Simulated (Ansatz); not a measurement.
AlNH₂Cl₂: molecular dynamics (part 1 of 3)

The run: molecular dynamics of AlNH₂Cl₂. Method and program: RKS r2SCAN-D4/def2-SVP (Ansatz 0.2.0).

It belongs to a series of runs on one base structure; here: dynamics from the start. Figures and captions count atoms from 1; the log counts them from 0 in places.

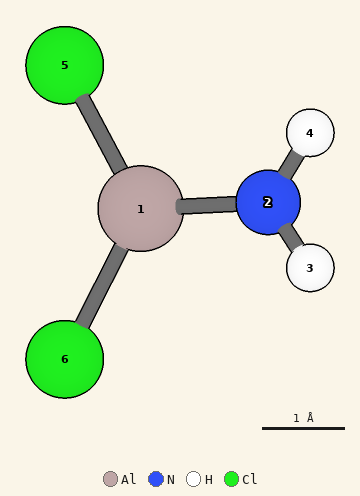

Figure 1. The input geometry (ball-and-stick view, seen at a tilt; atoms are numbered from 1 in the order of the input). Sticks mark near contacts. Bond lengths as drawn: Al–Cl 2.09 Å, Al–N 1.75 Å and H–N 1.02 Å.

Key numbers:

```csv
quantity,value
outcome,finished
mean temperature over the second half,262 K
trajectory,"100 steps, 100 fs"
ensemble,nvt_langevin
temperature in the input,500.0 K
time step,1.0 fs
potential energy (last step),−33155.6225 eV
mean-field energy (last step),−33155.5888 eV
largest force (length of the vector) (last step),1.490 eV/Å
hardware,"2 threads of Arm Neoverse V1, 24 GiB of memory available, shared host"
wall time,4.9 min (CPU time 9.6 min)
peak memory,0.15 GiB
```

So short a trajectory is not equilibrated. The logged temperature at the start can lie below the typed one, since it is counted over all degrees of freedom. The temperature stays far from the 500 K of the thermostat over the second half: the run isn't equilibrated.

Input file:
```yaml
crystal:
  periodic: [false, false, false]
  atoms:
    - { symbol: Al, position_ang: [0.0, 0.0, 0.043904] }
    - { symbol: "N", position_ang: [0.0, 0.0, 1.79809] }
    - { symbol: H, position_ang: [-0.831876, -0.045944, 2.378085] }
    - { symbol: H, position_ang: [0.831876, 0.045944, 2.378085] }
    - { symbol: Cl, position_ang: [1.810611, 0.099322, -1.004082] }
    - { symbol: Cl, position_ang: [-1.810611, -0.099322, -1.004082] }
basis:
  gaussian: { orbitals: def2-SVP }
hamiltonian:
  xc: r2scan
  dispersion: d4
md:
  timestep: 1.0
  n_steps: 100
  ensemble: nvt_langevin
  temperature: 500.0
  initial_velocities: maxwell_boltzmann
  seed: 898670
  friction: 0.001
```

Run as:
```bash
ansatz run input.yaml --threads 2 --pin off --max-ram 3072MiB --backend cpu --events-out ev --progress --plain --runs-dir out
```

Output:
```
Engine: ansatz 0.2.0, aarch64-unknown-linux-gnu
Functional definition: r2SCAN
  parameter k0 = 0.174
  parameter k1 = 0.065
  parameter a1 = 4.9479
  exchange = r2scan_x(k0 = k0, k1 = k1, a1 = a1)
  correlation = r2scan_c
871 factors; their error is unknown
mean field evaluation 1: about -33148.3957 eV, gradient 6.0e1 eV
mean field evaluation 2: about -33118.2494 eV, gradient 1.1e2 eV
mean field evaluation 4: about -33155.7053 eV, gradient 6.4e0 eV
mean field evaluation 8: about -33155.7546 eV, gradient 1.4e-1 eV
mean field evaluation 16: about -33155.7547 eV, gradient 1.7e-5 eV
mean field -33155.75466593 eV, -1218.4515101953 hartree, gradient 1.7e-5 eV, S^2 0.000000; 0 other end points of the search recorded, 0 dependent functions left out
the calculation of the forces begins
reference -33155.75467550 eV, -1218.4515105469 hartree; 28, 28 occupied and 50, 50 virtual orbitals, 871 factors
md step     0: t =     0.00 fs  T =   416.7 K  F+E_penalty+E_count = -33155.78863455 eV  E_kin = 0.323150 eV  (28 SCF iters)
these checks for a lower state are left out or cut short: starts, cluster_reference, orbital_swaps, neighbouring_geometries, increment
871 factors; their error is unknown
mean field -33155.72719873 eV, -1218.4505007943 hartree, gradient 6.0e-6 eV, S^2 0.000000; 0 other end points of the search recorded, 0 dependent functions left out
the calculation of the forces begins
reference -33155.72720831 eV, -1218.4505011462 hartree; 28, 28 occupied and 50, 50 virtual orbitals, 871 factors
md step     1: t =     1.00 fs  T =   373.0 K  F+E_penalty+E_count = -33155.76114826 eV  E_kin = 0.289281 eV  (30 SCF iters, 3 dispersion substeps)
[... from here on the SCF iterations and repeated set-up lines of each step are left out, up to the last step ...]
md step     2: t =     2.00 fs  T =   316.5 K  F+E_penalty+E_count = -33155.72140987 eV  E_kin = 0.245488 eV  (29 SCF iters, 3 dispersion substeps)
md step     3: t =     3.00 fs  T =   316.1 K  F+E_penalty+E_count = -33155.72836058 eV  E_kin = 0.245174 eV  (29 SCF iters, 3 dispersion substeps)
md step     4: t =     4.00 fs  T =   332.6 K  F+E_penalty+E_count = -33155.74180925 eV  E_kin = 0.257971 eV  (29 SCF iters, 3 dispersion substeps)
md step     5: t =     5.00 fs  T =   291.0 K  F+E_penalty+E_count = -33155.70978320 eV  E_kin = 0.225654 eV  (28 SCF iters, 3 dispersion substeps)
md step     6: t =     6.00 fs  T =   228.5 K  F+E_penalty+E_count = -33155.65562375 eV  E_kin = 0.177197 eV  (29 SCF iters, 3 dispersion substeps)
md step     7: t =     7.00 fs  T =   203.8 K  F+E_penalty+E_count = -33155.62958347 eV  E_kin = 0.158051 eV  (29 SCF iters, 3 dispersion substeps)
md step     8: t =     8.00 fs  T =   222.0 K  F+E_penalty+E_count = -33155.64040862 eV  E_kin = 0.172179 eV  (29 SCF iters, 3 dispersion substeps)
md step     9: t =     9.00 fs  T =   225.6 K  F+E_penalty+E_count = -33155.64576361 eV  E_kin = 0.174953 eV  (29 SCF iters, 3 dispersion substeps)
md step    10: t =    10.00 fs  T =   179.1 K  F+E_penalty+E_count = -33155.61393746 eV  E_kin = 0.138901 eV  (28 SCF iters, 3 dispersion substeps)
md step    11: t =    11.00 fs  T =   134.6 K  F+E_penalty+E_count = -33155.58001424 eV  E_kin = 0.104380 eV  (29 SCF iters, 3 dispersion substeps)
md step    12: t =    12.00 fs  T =   162.5 K  F+E_penalty+E_count = -33155.59399665 eV  E_kin = 0.126001 eV  (29 SCF iters, 3 dispersion substeps)
md step    13: t =    13.00 fs  T =   202.7 K  F+E_penalty+E_count = -33155.62227213 eV  E_kin = 0.157189 eV  (29 SCF iters, 3 dispersion substeps)
md step    14: t =    14.00 fs  T =   193.0 K  F+E_penalty+E_count = -33155.61452968 eV  E_kin = 0.149662 eV  (29 SCF iters, 3 dispersion substeps)
md step    15: t =    15.00 fs  T =   166.8 K  F+E_penalty+E_count = -33155.59328465 eV  E_kin = 0.129338 eV  (29 SCF iters, 3 dispersion substeps)
md step    16: t =    16.00 fs  T =   176.7 K  F+E_penalty+E_count = -33155.60234840 eV  E_kin = 0.137025 eV  (29 SCF iters, 3 dispersion substeps)
md step    17: t =    17.00 fs  T =   213.7 K  F+E_penalty+E_count = -33155.63734368 eV  E_kin = 0.165773 eV  (29 SCF iters, 3 dispersion substeps)
md step    18: t =    18.00 fs  T =   238.8 K  F+E_penalty+E_count = -33155.65738697 eV  E_kin = 0.185232 eV  (29 SCF iters, 3 dispersion substeps)
md step    19: t =    19.00 fs  T =   224.8 K  F+E_penalty+E_count = -33155.64788789 eV  E_kin = 0.174343 eV  (28 SCF iters, 3 dispersion substeps)
md step    20: t =    20.00 fs  T =   223.9 K  F+E_penalty+E_count = -33155.64078523 eV  E_kin = 0.173674 eV  (29 SCF iters, 3 dispersion substeps)
md step    21: t =    21.00 fs  T =   254.4 K  F+E_penalty+E_count = -33155.66809185 eV  E_kin = 0.197325 eV  (29 SCF iters, 3 dispersion substeps)
md step    22: t =    22.00 fs  T =   273.0 K  F+E_penalty+E_count = -33155.69153497 eV  E_kin = 0.211757 eV  (29 SCF iters, 3 dispersion substeps)
md step    23: t =    23.00 fs  T =   264.1 K  F+E_penalty+E_count = -33155.67524859 eV  E_kin = 0.204793 eV  (29 SCF iters, 3 dispersion substeps)
md step    24: t =    24.00 fs  T =   239.4 K  F+E_penalty+E_count = -33155.64806086 eV  E_kin = 0.185665 eV  (29 SCF iters, 3 dispersion substeps)
md step    25: t =    25.00 fs  T =   229.6 K  F+E_penalty+E_count = -33155.64765071 eV  E_kin = 0.178096 eV  (29 SCF iters, 3 dispersion substeps)
md step    26: t =    26.00 fs  T =   244.8 K  F+E_penalty+E_count = -33155.66549516 eV  E_kin = 0.189873 eV  (29 SCF iters, 3 dispersion substeps)
md step    27: t =    27.00 fs  T =   246.4 K  F+E_penalty+E_count = -33155.66459080 eV  E_kin = 0.191120 eV  (29 SCF iters, 3 dispersion substeps)
md step    28: t =    28.00 fs  T =   203.3 K  F+E_penalty+E_count = -33155.63638105 eV  E_kin = 0.157659 eV  (29 SCF iters, 3 dispersion substeps)
md step    29: t =    29.00 fs  T =   177.0 K  F+E_penalty+E_count = -33155.61563535 eV  E_kin = 0.137273 eV  (29 SCF iters, 3 dispersion substeps)
md step    30: t =    30.00 fs  T =   192.7 K  F+E_penalty+E_count = -33155.62523883 eV  E_kin = 0.149470 eV  (29 SCF iters, 3 dispersion substeps)
md step    31: t =    31.00 fs  T =   203.8 K  F+E_penalty+E_count = -33155.63315148 eV  E_kin = 0.158074 eV  (29 SCF iters, 3 dispersion substeps)
md step    32: t =    32.00 fs  T =   183.1 K  F+E_penalty+E_count = -33155.61599682 eV  E_kin = 0.142024 eV  (29 SCF iters, 3 dispersion substeps)
md step    33: t =    33.00 fs  T =   168.2 K  F+E_penalty+E_count = -33155.59914580 eV  E_kin = 0.130444 eV  (29 SCF iters, 3 dispersion substeps)
md step    34: t =    34.00 fs  T =   175.9 K  F+E_penalty+E_count = -33155.60758277 eV  E_kin = 0.136441 eV  (29 SCF iters, 3 dispersion substeps)
md step    35: t =    35.00 fs  T =   200.8 K  F+E_penalty+E_count = -33155.62789229 eV  E_kin = 0.155758 eV  (29 SCF iters, 3 dispersion substeps)
md step    36: t =    36.00 fs  T =   195.2 K  F+E_penalty+E_count = -33155.62997691 eV  E_kin = 0.151386 eV  (28 SCF iters, 3 dispersion substeps)
md step    37: t =    37.00 fs  T =   181.0 K  F+E_penalty+E_count = -33155.61562018 eV  E_kin = 0.140343 eV  (28 SCF iters, 3 dispersion substeps)
md step    38: t =    38.00 fs  T =   191.2 K  F+E_penalty+E_count = -33155.61872571 eV  E_kin = 0.148320 eV  (29 SCF iters, 3 dispersion substeps)
md step    39: t =    39.00 fs  T =   214.8 K  F+E_penalty+E_count = -33155.64335148 eV  E_kin = 0.166617 eV  (28 SCF iters, 3 dispersion substeps)
md step    40: t =    40.00 fs  T =   233.6 K  F+E_penalty+E_count = -33155.65806115 eV  E_kin = 0.181135 eV  (29 SCF iters, 3 dispersion substeps)
md step    41: t =    41.00 fs  T =   233.2 K  F+E_penalty+E_count = -33155.65461662 eV  E_kin = 0.180885 eV  (29 SCF iters, 3 dispersion substeps)
md step    42: t =    42.00 fs  T =   232.8 K  F+E_penalty+E_count = -33155.65393007 eV  E_kin = 0.180580 eV  (28 SCF iters, 3 dispersion substeps)
md step    43: t =    43.00 fs  T =   257.6 K  F+E_penalty+E_count = -33155.67109342 eV  E_kin = 0.199821 eV  (29 SCF iters, 3 dispersion substeps)
md step    44: t =    44.00 fs  T =   289.3 K  F+E_penalty+E_count = -33155.69332966 eV  E_kin = 0.224341 eV  (29 SCF iters, 3 dispersion substeps)
md step    45: t =    45.00 fs  T =   317.9 K  F+E_penalty+E_count = -33155.69703267 eV  E_kin = 0.246523 eV  (29 SCF iters, 3 dispersion substeps)
md step    46: t =    46.00 fs  T =   299.7 K  F+E_penalty+E_count = -33155.68356060 eV  E_kin = 0.232452 eV  (28 SCF iters, 3 dispersion substeps)
md step    47: t =    47.00 fs  T =   306.6 K  F+E_penalty+E_count = -33155.68095993 eV  E_kin = 0.237820 eV  (29 SCF iters, 3 dispersion substeps)
md step    48: t =    48.00 fs  T =   319.2 K  F+E_penalty+E_count = -33155.69430415 eV  E_kin = 0.247551 eV  (29 SCF iters, 3 dispersion substeps)
md step    49: t =    49.00 fs  T =   313.4 K  F+E_penalty+E_count = -33155.69542986 eV  E_kin = 0.243061 eV  (29 SCF iters, 3 dispersion substeps)
md step    50: t =    50.00 fs  T =   289.8 K  F+E_penalty+E_count = -33155.67324411 eV  E_kin = 0.224756 eV  (28 SCF iters, 3 dispersion substeps)
md step    51: t =    51.00 fs  T =   260.4 K  F+E_penalty+E_count = -33155.64901630 eV  E_kin = 0.201926 eV  (29 SCF iters, 3 dispersion substeps)
md step    52: t =    52.00 fs  T =   242.8 K  F+E_penalty+E_count = -33155.64324316 eV  E_kin = 0.188288 eV  (28 SCF iters, 3 dispersion substeps)
md step    53: t =    53.00 fs  T =   232.8 K  F+E_penalty+E_count = -33155.64409925 eV  E_kin = 0.180571 eV  (29 SCF iters, 3 dispersion substeps)
md step    54: t =    54.00 fs  T =   218.2 K  F+E_penalty+E_count = -33155.63183213 eV  E_kin = 0.169205 eV  (28 SCF iters, 3 dispersion substeps)
md step    55: t =    55.00 fs  T =   196.3 K  F+E_penalty+E_count = -33155.60704986 eV  E_kin = 0.152238 eV  (28 SCF iters, 3 dispersion substeps)
md step    56: t =    56.00 fs  T =   182.6 K  F+E_penalty+E_count = -33155.59100798 eV  E_kin = 0.141595 eV  (29 SCF iters, 3 dispersion substeps)
md step    57: t =    57.00 fs  T =   180.3 K  F+E_penalty+E_count = -33155.59194152 eV  E_kin = 0.139869 eV  (29 SCF iters, 3 dispersion substeps)
md step    58: t =    58.00 fs  T =   175.4 K  F+E_penalty+E_count = -33155.59099032 eV  E_kin = 0.136003 eV  (28 SCF iters, 3 dispersion substeps)
md step    59: t =    59.00 fs  T =   155.5 K  F+E_penalty+E_count = -33155.57662684 eV  E_kin = 0.120637 eV  (28 SCF iters, 3 dispersion substeps)
md step    60: t =    60.00 fs  T =   142.5 K  F+E_penalty+E_count = -33155.56214171 eV  E_kin = 0.110498 eV  (28 SCF iters, 3 dispersion substeps)
md step    61: t =    61.00 fs  T =   147.8 K  F+E_penalty+E_count = -33155.56417555 eV  E_kin = 0.114658 eV  (29 SCF iters, 3 dispersion substeps)
md step    62: t =    62.00 fs  T =   163.8 K  F+E_penalty+E_count = -33155.58142636 eV  E_kin = 0.127044 eV  (28 SCF iters, 3 dispersion substeps)
md step    63: t =    63.00 fs  T =   188.8 K  F+E_penalty+E_count = -33155.59737656 eV  E_kin = 0.146425 eV  (28 SCF iters, 3 dispersion substeps)
md step    64: t =    64.00 fs  T =   196.5 K  F+E_penalty+E_count = -33155.59915239 eV  E_kin = 0.152422 eV  (29 SCF iters, 3 dispersion substeps)
md step    65: t =    65.00 fs  T =   189.6 K  F+E_penalty+E_count = -33155.59969468 eV  E_kin = 0.147068 eV  (28 SCF iters, 3 dispersion substeps)
md step    66: t =    66.00 fs  T =   218.0 K  F+E_penalty+E_count = -33155.61988044 eV  E_kin = 0.169049 eV  (29 SCF iters, 3 dispersion substeps)
md step    67: t =    67.00 fs  T =   251.4 K  F+E_penalty+E_count = -33155.64594182 eV  E_kin = 0.194944 eV  (29 SCF iters, 3 dispersion substeps)
md step    68: t =    68.00 fs  T =   268.8 K  F+E_penalty+E_count = -33155.65568369 eV  E_kin = 0.208443 eV  (29 SCF iters, 3 dispersion substeps)
md step    69: t =    69.00 fs  T =   265.0 K  F+E_penalty+E_count = -33155.65759807 eV  E_kin = 0.205497 eV  (28 SCF iters, 3 dispersion substeps)
md step    70: t =    70.00 fs  T =   291.0 K  F+E_penalty+E_count = -33155.67004278 eV  E_kin = 0.225672 eV  (29 SCF iters, 3 dispersion substeps)
md step    71: t =    71.00 fs  T =   327.9 K  F+E_penalty+E_count = -33155.69078669 eV  E_kin = 0.254288 eV  (28 SCF iters, 3 dispersion substeps)
md step    72: t =    72.00 fs  T =   328.9 K  F+E_penalty+E_count = -33155.70196713 eV  E_kin = 0.255090 eV  (29 SCF iters, 3 dispersion substeps)
md step    73: t =    73.00 fs  T =   323.6 K  F+E_penalty+E_count = -33155.69555642 eV  E_kin = 0.250985 eV  (29 SCF iters, 3 dispersion substeps)
md step    74: t =    74.00 fs  T =   314.9 K  F+E_penalty+E_count = -33155.68483631 eV  E_kin = 0.244194 eV  (29 SCF iters, 3 dispersion substeps)
md step    75: t =    75.00 fs  T =   326.6 K  F+E_penalty+E_count = -33155.68571701 eV  E_kin = 0.253295 eV  (28 SCF iters, 3 dispersion substeps)
md step    76: t =    76.00 fs  T =   336.6 K  F+E_penalty+E_count = -33155.68417233 eV  E_kin = 0.261061 eV  (28 SCF iters, 3 dispersion substeps)
md step    77: t =    77.00 fs  T =   331.6 K  F+E_penalty+E_count = -33155.66425921 eV  E_kin = 0.257169 eV  (29 SCF iters, 3 dispersion substeps)
md step    78: t =    78.00 fs  T =   303.5 K  F+E_penalty+E_count = -33155.63590570 eV  E_kin = 0.235385 eV  (28 SCF iters, 3 dispersion substeps)
md step    79: t =    79.00 fs  T =   266.7 K  F+E_penalty+E_count = -33155.61951643 eV  E_kin = 0.206850 eV  (28 SCF iters, 3 dispersion substeps)
md step    80: t =    80.00 fs  T =   252.8 K  F+E_penalty+E_count = -33155.61789560 eV  E_kin = 0.196051 eV  (29 SCF iters, 3 dispersion substeps)
md step    81: t =    81.00 fs  T =   252.0 K  F+E_penalty+E_count = -33155.61483848 eV  E_kin = 0.195435 eV  (28 SCF iters, 3 dispersion substeps)
md step    82: t =    82.00 fs  T =   235.4 K  F+E_penalty+E_count = -33155.59862143 eV  E_kin = 0.182569 eV  (29 SCF iters, 3 dispersion substeps)
md step    83: t =    83.00 fs  T =   234.2 K  F+E_penalty+E_count = -33155.58882959 eV  E_kin = 0.181638 eV  (29 SCF iters, 3 dispersion substeps)
md step    84: t =    84.00 fs  T =   254.2 K  F+E_penalty+E_count = -33155.60294237 eV  E_kin = 0.197150 eV  (29 SCF iters, 3 dispersion substeps)
md step    85: t =    85.00 fs  T =   277.9 K  F+E_penalty+E_count = -33155.62344881 eV  E_kin = 0.215520 eV  (29 SCF iters, 3 dispersion substeps)
md step    86: t =    86.00 fs  T =   273.3 K  F+E_penalty+E_count = -33155.63047672 eV  E_kin = 0.211934 eV  (29 SCF iters, 3 dispersion substeps)
md step    87: t =    87.00 fs  T =   273.4 K  F+E_penalty+E_count = -33155.63395016 eV  E_kin = 0.212043 eV  (29 SCF iters, 3 dispersion substeps)
md step    88: t =    88.00 fs  T =   288.0 K  F+E_penalty+E_count = -33155.64780672 eV  E_kin = 0.223375 eV  (29 SCF iters, 3 dispersion substeps)
md step    89: t =    89.00 fs  T =   304.5 K  F+E_penalty+E_count = -33155.67059098 eV  E_kin = 0.236138 eV  (29 SCF iters, 3 dispersion substeps)
md step    90: t =    90.00 fs  T =   320.4 K  F+E_penalty+E_count = -33155.69067865 eV  E_kin = 0.248485 eV  (29 SCF iters, 3 dispersion substeps)
md step    91: t =    91.00 fs  T =   318.6 K  F+E_penalty+E_count = -33155.69864154 eV  E_kin = 0.247132 eV  (29 SCF iters, 3 dispersion substeps)
md step    92: t =    92.00 fs  T =   324.4 K  F+E_penalty+E_count = -33155.70217023 eV  E_kin = 0.251584 eV  (29 SCF iters, 3 dispersion substeps)
md step    93: t =    93.00 fs  T =   340.9 K  F+E_penalty+E_count = -33155.71123648 eV  E_kin = 0.264421 eV  (29 SCF iters, 3 dispersion substeps)
md step    94: t =    94.00 fs  T =   354.0 K  F+E_penalty+E_count = -33155.71757859 eV  E_kin = 0.274582 eV  (30 SCF iters, 3 dispersion substeps)
md step    95: t =    95.00 fs  T =   348.8 K  F+E_penalty+E_count = -33155.70825246 eV  E_kin = 0.270550 eV  (30 SCF iters, 3 dispersion substeps)
md step    96: t =    96.00 fs  T =   331.2 K  F+E_penalty+E_count = -33155.68731833 eV  E_kin = 0.256834 eV  (30 SCF iters, 3 dispersion substeps)
md step    97: t =    97.00 fs  T =   300.8 K  F+E_penalty+E_count = -33155.66948288 eV  E_kin = 0.233253 eV  (30 SCF iters, 3 dispersion substeps)
md step    98: t =    98.00 fs  T =   285.9 K  F+E_penalty+E_count = -33155.65947322 eV  E_kin = 0.221699 eV  (29 SCF iters, 3 dispersion substeps)
md step    99: t =    99.00 fs  T =   265.2 K  F+E_penalty+E_count = -33155.64644533 eV  E_kin = 0.205707 eV  (28 SCF iters, 3 dispersion substeps)
these checks for a lower state are left out or cut short: starts, cluster_reference, orbital_swaps, neighbouring_geometries, increment
871 factors; their error is unknown
mean field evaluation 800: about -33155.6431 eV, gradient 4.3e-3 eV
mean field -33155.58875773 eV, -1218.4454131812 hartree, gradient 6.8e-6 eV, S^2 0.000000; 0 other end points of the search recorded, 0 dependent functions left out
the calculation of the forces begins
reference -33155.58876711 eV, -1218.4454135259 hartree; 28, 28 occupied and 50, 50 virtual orbitals, 871 factors
871 factors; their error is unknown
mean field -33155.58875773 eV, -1218.4454131812 hartree, gradient 8.6e-6 eV, S^2 0.000000; 1 other end points of the search recorded, 0 dependent functions left out
the calculation of the forces begins
reference -33155.58876711 eV, -1218.4454135259 hartree; 28, 28 occupied and 50, 50 virtual orbitals, 871 factors
md step   100: t =   100.00 fs  T =   220.5 K  F+E_penalty+E_count = -33155.62246656 eV  E_kin = 0.171039 eV  (28 SCF iters, 3 dispersion substeps)
```
